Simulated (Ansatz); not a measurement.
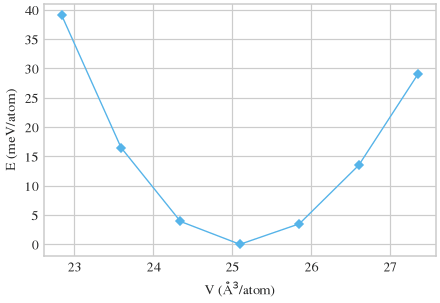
Fig. 1. LaZn (CsCl type, Pm-3m) under volume change, PBEsol (plane waves, PAW; program Ansatz), scaled uniformly.

Question: What does a third-order Birch–Murnaghan fit give for V₀, B₀ and B′?

Answer: V₀ = 25.10 Å³/atom, B₀ = 52.8 GPa, B′ = 3.9.

The workflow started from an entry of the Crystallography Open Database (COD). Its standing as an ambient phase is unchecked. Symmetry was held in the PBEsol relaxation; of distortions, only those at the zone centre were tested. Spin–orbit coupling is left out wherever it is not named.

Potentials: the later of the program's two PAW sets.
